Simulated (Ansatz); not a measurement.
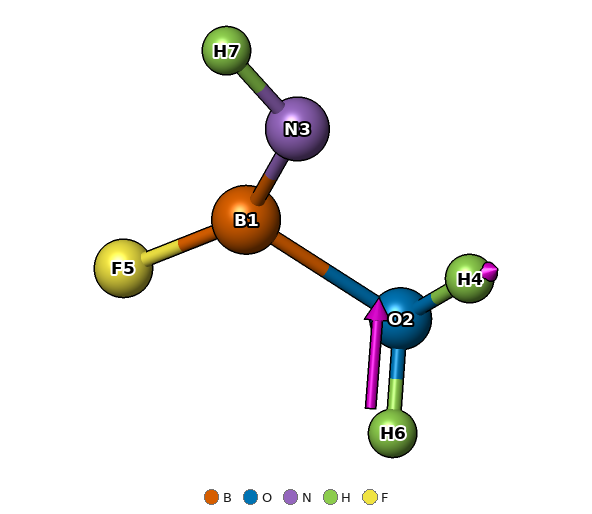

The arrows show one normal mode. Harmonic vibrations computed with RKS PBE0-D4/def2-TZVP (Ansatz 0.2.0) at a stationary point of the same level.

What kind of motion is it?

Answer. Mostly O–H stretching.

Estimate its harmonic wavenumber.

Answer. 3827 cm⁻¹; it is mode 15 of 15 counted from the lowest.
